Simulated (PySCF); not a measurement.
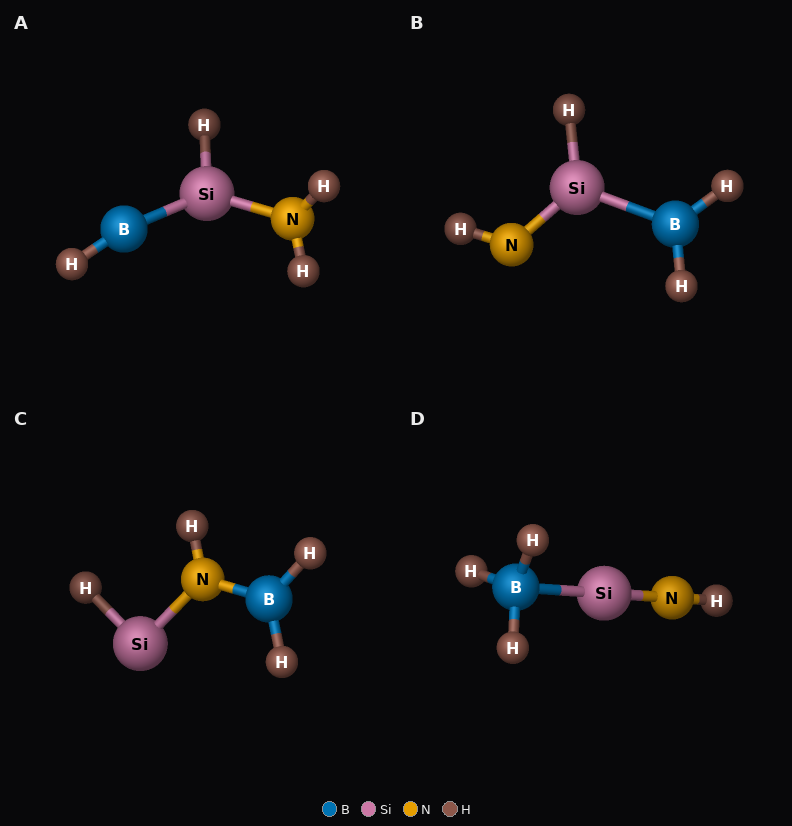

4 stationary structures of one formula. Geometries: PBE0-D4/def2-TZVP. Electronic energies: RHF-CCSD(T) (frozen core)/def2-TZVPP (PySCF 2.14.0), without zero-point energy. No frequency run is at hand to confirm each as a minimum. Each is one conformer, not always the lowest.

Rank them by energy, lowest first.

C is lowest (Cs); D lies 30.8 kcal/mol above it (C3v), B lies 45.3 kcal/mol above it (Cs), A lies 58.3 kcal/mol above it (C1).
